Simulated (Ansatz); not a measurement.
**GeH2S (SMILES [SH][GeH]) at BLYP/STO-3G**

Aim: the electronic atomisation energy of GeH2S at BLYP/STO-3G, from 4 runs. 

Program for the calculation: Ansatz 0.2.0.

51 further runs of the same task are left out: 3 that didn't finish, 48 set aside as unsound or not needed.

### Step 1. The molecule

GeH2S has 4 atoms, charge 0, and is taken as a singlet. SMILES: `[SH][GeH]`. The shape is that of a PBE0-D4/def2-TZVP optimisation.

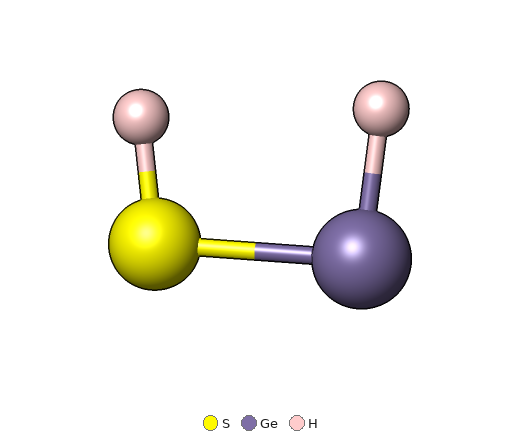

The structure, seen from a chosen angle (sulfur yellow, germanium purple, hydrogen pink).

### Step 2. A single-point energy at BLYP/STO-3G

Contents of in.yaml:

```yaml
crystal:
  periodic: [false, false, false]
  atoms:
    - {symbol: S, position_ang: [-0.443300, -1.201800, 0.271700]}
    - {symbol: Ge, position_ang: [-0.841700, 0.737900, -0.743600]}
    - {symbol: H, position_ang: [0.779200, -0.962100, 0.771200]}
    - {symbol: H, position_ang: [0.561200, 1.365900, -0.319400]}
basis:
  gaussian:
    orbitals: STO-3G
hamiltonian:
  xc: {name: BLYP}
accuracy: high
```

Launch:

```bash
$ ansatz run in.yaml --threads 1 --pin off --max-ram 2610MiB --events-out events.jsonl --progress --plain --runs-dir runs
```

Output:

```text
Warning: RAYON_NUM_THREADS=1 ignored (pool sized by the plan → 1); use --threads N
Functional definition: BLYP
  name "BLYP"
  parameter beta = 0.0042
  parameter a = 0.04918
  parameter b = 0.132
  parameter c = 0.2533
  parameter d = 0.349
  exchange = b88_x(beta = beta)
  correlation = lyp_c(a = a, b = b, c = c, d = d)
422 factors; integrals over basis functions are off by at most 1.4e-8 eV
mean field evaluation 1: about -66474.6605 eV, gradient 2.3e2 eV
mean field evaluation 2: about -66528.9611 eV, gradient 7.8e1 eV
mean field evaluation 4: about -66528.0458 eV, gradient 6.5e1 eV
mean field evaluation 8: about -66597.6753 eV, gradient 4.9e1 eV
mean field evaluation 16: about -66608.9677 eV, gradient 4.4e-3 eV
mean field evaluation 32: about -66608.9028 eV, gradient 2.6e0 eV
mean field -66608.96769762 eV, -2447.8344137078 hartree, gradient 1.9e-8 eV, S^2 0.000000; 4 other end points of the search recorded, 0 dependent functions left out
reference -66608.96773426 eV, -2447.8344150542 hartree; 25, 25 occupied and 4, 4 virtual orbitals, 422 factors
Total energy: -66608.96773426 eV, -2447.8344150542 hartree
```

It took 1.9 s on 1 thread of Arm Neoverse V1, shared host; peak memory 0.097 GiB.

### Step 3. The Ge atom, same level

Contents of in.yaml:

```yaml
crystal:
  periodic: [false, false, false]
  atoms:
    - {symbol: Ge, position_ang: [0.000000, 0.000000, 0.000000]}
basis:
  gaussian:
    orbitals: STO-3G
magnetization:
  spin_polarized: true
  initial_magnetization: 2
hamiltonian:
  xc: {name: BLYP}
accuracy: high
```

Run the same way, it converges to -2052.76241 Eh (log not shown).

### Step 4. The H atom at the same level

Contents of run.yaml:

```yaml
crystal:
  periodic: [false, false, false]
  atoms:
    - {symbol: H, position_ang: [0.000000, 0.000000, 0.000000]}
basis:
  gaussian: {orbitals: STO-3G}
magnetization: {spin_polarized: true, initial_magnetization: 1}
hamiltonian: {xc: {name: BLYP}}
accuracy: high
```

Launch:

```bash
$ ansatz run run.yaml --threads 1 --pin off --max-ram 2610MiB --events-out events.jsonl --progress --plain --runs-dir runs
```

Output, cut to the lines that bear on the results:

```text
Warning: RAYON_NUM_THREADS=1 ignored (pool sized by the plan → 1); use --threads N
[... 9 set-up lines as earlier in the session ...]
1 factors; integrals over basis functions are off by at most 4.6e-10 eV
mean field evaluation 1: about -12.5918 eV, gradient 0.0e0 eV
mean field evaluation 2: about -12.5918 eV, gradient 0.0e0 eV
mean field -12.59181263 eV, -0.4627405790 hartree, gradient 0.0e0 eV, S^2 0.750000; 0 other end points of the search recorded, 0 dependent functions left out
reference -12.59183075 eV, -0.4627412451 hartree; 1, 0 occupied and 0, 1 virtual orbitals, 1 factors
Total energy: -12.59183075 eV, -0.4627412451 hartree
```

It took 0.08 s on 1 thread of Arm Neoverse V1, shared host.

### Step 5. The S atom at the same level

Contents of run.yaml:

```yaml
crystal:
  periodic: [false, false, false]
  atoms:
    - {symbol: S, position_ang: [0.000000, 0.000000, 0.000000]}
basis:
  gaussian: {orbitals: STO-3G}
magnetization: {spin_polarized: true, initial_magnetization: 2}
hamiltonian: {xc: {name: BLYP}}
accuracy: high
```

Run the same way, it converges to -393.62799 Eh (log not shown).

### Step 6. Outcome

At BLYP/STO-3G:

```
                     quantity           value
       molecule: total energy  -2447.83442 Eh
        Ge atom: total energy  -2052.76241 Eh
                Ge atom: ⟨S²⟩           2.287
         H atom: total energy     -0.46274 Eh
                 H atom: ⟨S²⟩           0.750
         S atom: total energy   -393.62799 Eh
                 S atom: ⟨S²⟩           2.000
electronic atomisation energy       14.110 eV
```

**Reading.** Taking the molecule apart into free atoms costs 14.11 eV (1361 kJ/mol), before zero-point energy and without spin-orbit coupling. In a minimal basis such a difference can be off by several eV, whatever the method. ⟨S²⟩ (Ge atom) is 2.29 where a pure triplet has 2.00: the reference is spin-contaminated.
